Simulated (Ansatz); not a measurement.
Reaction (SMILES): OO (H2O2) → 2 H atom + 2 O atom
B3LYP-D3(BJ)/def2-TZVP geometries, fixed; electronic energies without zero-point terms.

Basis-set convergence of the atomisation energy at PBE0 with Ansatz (an electronic-structure program). Cartesian d functions, on some or all atoms, in 6-31G**; all else is spherical. The program fits the integrals of some runs and decomposes those of others, by size. Open shells are unrestricted. No added dispersion term, no relativity. Functions are those of the species that has most. Reference: the value in aug-pcseg-3, 263.64 kcal/mol, itself unsure by roughly 0.29 kcal/mol (its mean distance from aug-cc-pVQZ, cc-pV5Z, def2-QZVPPD). Deviations are taken from unrounded values.

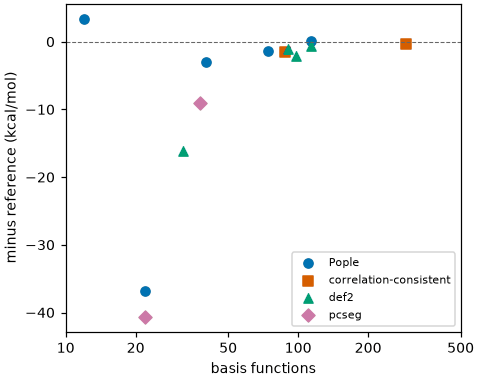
Deviation from the reference against the number of basis functions, by family of sets.

| basis | functions | atomisation energy (kcal/mol) | minus reference (kcal/mol) |
|---|---|---|---|
| STO-3G | 12 | 267.05 | 3.40 |
| 6-31G | 22 | 226.84 | -36.80 |
| pcseg-0 | 22 | 223.03 | -40.61 |
| def2-SV(P) | 32 | 247.46 | -16.19 |
| pcseg-1 | 38 | 254.63 | -9.01 |
| 6-31G** | 40 | 260.61 | -3.03 |
| 6-311++G(2d,2p) | 74 | 262.24 | -1.41 |
| cc-pVTZ | 88 | 262.11 | -1.53 |
| def2-TZVPP | 90 | 262.53 | -1.11 |
| def2-TZVPD | 98 | 261.56 | -2.08 |
| 6-311++G(3df,3pd) | 114 | 263.81 | 0.17 |
| def2-TZVPPD | 114 | 263.06 | -0.58 |
| cc-pV5Z | 292 | 263.37 | -0.28 |
